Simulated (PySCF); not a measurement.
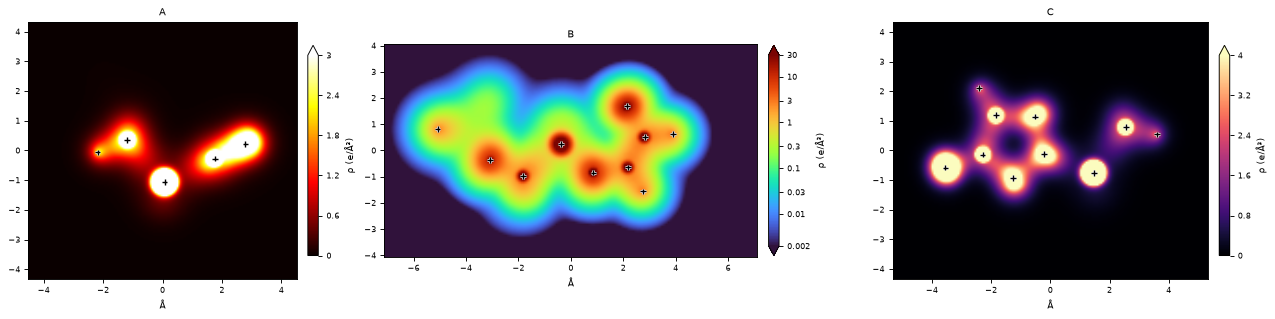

The electron density of 3 systems, each on a plane through atoms (crosses mark nuclei in the plane).

The calculation used PBE0/pcSseg-1, SCF density, gas phase, non-relativistic in PySCF.

System 1: C3H9FO2Si2, the plane of atoms C2, C3 and O4. Geometry: GFN2-xTB.

```xyz
17

F    -2.6024    0.7116   -1.6692
C    -3.3836    0.1077   -0.7488
C    -2.8757   -0.5127    0.3042
O    -1.5840   -0.6417    0.6157
Si   -0.2429   -0.0911   -0.1559
C     1.0799   -0.7535    1.0413
O     2.3886   -0.5916    0.5657
Si    3.2147    0.7370    0.1798
H    -4.4335    0.1908   -0.9700
H    -3.5449   -0.9819    1.0138
H    -0.1125   -0.6824   -1.4850
H    -0.2492    1.3699   -0.2064
H     0.9438   -1.8266    1.2130
H     0.9930   -0.2640    2.0190
H     2.6219    1.4395   -0.9614
H     3.2828    1.6807    1.3016
H     4.4972    0.1203   -0.1191
```

System 2: C2H6ClNSi2 (SMILES N#C[SiH2]C[SiH2]Cl), the plane of atoms C2, Si3 and C4. Geometry: GFN2-xTB.

```yaml
atoms:
  - { symbol: N, position_ang: [-2.4360, 1.9328, 0.8063] }
  - { symbol: C, position_ang: [-1.9996, 0.9040, 0.5539] }
  - { symbol: Si, position_ang: [-1.2807, -0.7699, 0.1325] }
  - { symbol: C, position_ang: [0.3180, -0.4259, -0.8400] }
  - { symbol: Si, position_ang: [1.6721, 0.5420, 0.0857] }
  - { symbol: Cl, position_ang: [2.2968, -0.5769, 1.6451] }
  - { symbol: H, position_ang: [-2.2795, -1.4493, -0.6992] }
  - { symbol: H, position_ang: [-1.0501, -1.4649, 1.3984] }
  - { symbol: H, position_ang: [0.7261, -1.3823, -1.1711] }
  - { symbol: H, position_ang: [0.0655, 0.1247, -1.7469] }
  - { symbol: H, position_ang: [2.8184, 0.7638, -0.7954] }
  - { symbol: H, position_ang: [1.1503, 1.8013, 0.6047] }
```

System 3: C5H10FN3Si (SMILES C[Si](C)(C)n1ncc(F)n1), the plane of atoms F9, C8 and N10. Geometry: GFN2-xTB.

```tsv
atom	x (Å)	y (Å)	z (Å)
C	-1.4819	-0.5350	1.5962
Si	-0.8284	-0.1528	-0.1472
C	-0.9232	-1.6177	-1.3476
C	-1.5171	1.4730	-0.8508
N	0.9258	0.1327	0.0630
N	1.8745	-0.5660	-0.5243
C	3.0178	-0.0485	-0.1163
C	2.6899	1.0034	0.7516
F	3.5169	1.8098	1.4033
N	1.3793	1.0949	0.8460
H	-0.9998	-1.4142	2.0151
H	-1.2900	0.2961	2.2689
H	-2.5517	-0.7179	1.5895
H	-1.9535	-1.8876	-1.5559
H	-0.4246	-2.4918	-0.9404
H	-0.4418	-1.3828	-2.2918
H	-1.0514	1.7202	-1.8010
H	-2.5884	1.4140	-1.0140
H	-1.3285	2.2968	-0.1681
H	3.9712	-0.4160	-0.4298
```

**Which map belongs to which system?**

Panel A is system 2, C2H6ClNSi2: the plane holds N, C, Si and H. C–N (1.15 Å): ρ is about 3.6 e/Å³ halfway. Panel B is system 1, C3H9FO2Si2: the plane holds F, C, O, Si and H. C–C (1.32 Å): ρ is about 2.4 e/Å³ halfway. Panel C is system 3, C5H10FN3Si: the plane holds Si, C, N, F and H. N–N (1.32 Å): the density is about 2.7 e/Å³ at the midpoint.
